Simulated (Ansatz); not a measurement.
# C₃H₆Si: small, medium and large basis sets

How large a basis does C₃H₆Si need? Two functionals are run in growing sets.

Program: Ansatz 0.2.0, Gaussian basis. Level of theory: one geometry, several basis sets. These are calculated values, not measurements.

Plan: PBE0-D4/def2-SVP; ωB97M-V/def2-SVP; PBE0-D4/def2-QZVPP; ωB97M-V/def2-QZVPP; the functionals' def2-TZVPP values are taken from earlier runs.

### Step 1. The geometry

All runs share one geometry, relaxed beforehand with PBE0-D4 in a triple-zeta def2 set.

SMILES `C=C=C[SiH3]`, 10 atoms, charge 0, spin multiplicity 1.

Atoms are counted from 1 here; the program's logs count them from 0.

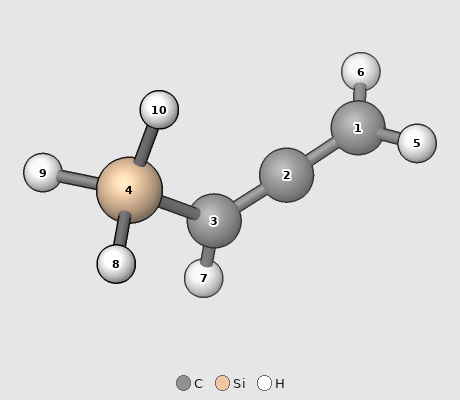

The structure; carbon grey, silicon light orange, hydrogen white; atoms are numbered from 1 in the order of the file.

### Step 2. PBE0-D4 in def2-SVP

The input, in.yaml:

```yaml
crystal:
  periodic: [false, false, false]
  atoms:
    - {symbol: C, position_ang: [-1.305759, 1.563980, -0.794628]}
    - {symbol: C, position_ang: [-0.441531, 0.594280, -0.737991]}
    - {symbol: C, position_ang: [0.419115, -0.376727, -0.640872]}
    - {symbol: Si, position_ang: [0.876591, -1.106097, 1.008819]}
    - {symbol: H, position_ang: [-0.988565, 2.599745, -0.740505]}
    - {symbol: H, position_ang: [-2.365871, 1.362684, -0.904280]}
    - {symbol: H, position_ang: [0.874883, -0.763458, -1.551357]}
    - {symbol: H, position_ang: [2.335282, -0.949538, 1.256559]}
    - {symbol: H, position_ang: [0.567874, -2.561329, 1.032185]}
    - {symbol: H, position_ang: [0.111082, -0.414740, 2.074871]}
basis:
  gaussian: {orbitals: def2-SVP}
hamiltonian: {xc: pbe0, dispersion: d4}
output: {orbitals: {seedname: orbitals}}
```

Started as:

```
$ ansatz run in.yaml --threads 2 --pin off --events-out ev --progress --plain --max-ram 4352MiB
```

The runs that follow: ωB97M-V in def2-SVP; PBE0-D4 in def2-QZVPP; ωB97M-V in def2-QZVPP.

Before running them: what should the planned runs give, taken together? Wanted: PBE0-D4: double and triple zeta above quadruple; ωB97M-V: double and triple zeta above quadruple.

The runs gave:

| quantity | value |
| --- | --- |
| PBE0-D4: double and triple zeta above quadruple | 6.73, 0.44 eV |
| ωB97M-V: double and triple zeta above quadruple | 6.92, 0.41 eV |

In words: PBE0-D4 gains 6.28 eV from double to triple zeta, then 0.44 eV more. Total energies overstate the basis error of differences, where much of it tends to cancel.
